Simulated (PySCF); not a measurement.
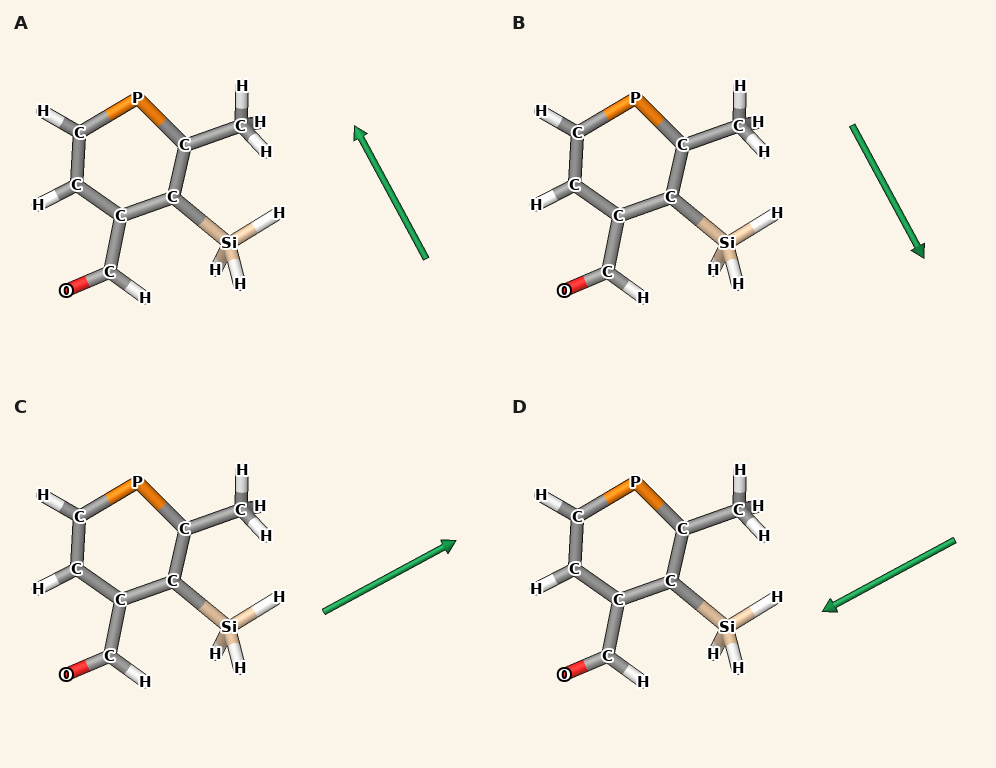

The same molecule four times, each with an arrow. Computed geometry: PBE0-D3(BJ)/def2-SVP optimisation. No frequency run is at hand to confirm it as a minimum. Method: PBE0/pcSseg-1 in methanol (IEF-PCM) (PySCF 2.14.0).

Question: Which arrow points along the dipole moment, from the negative to the positive end?

Answer: C. The dipole moment is 3.30 D.
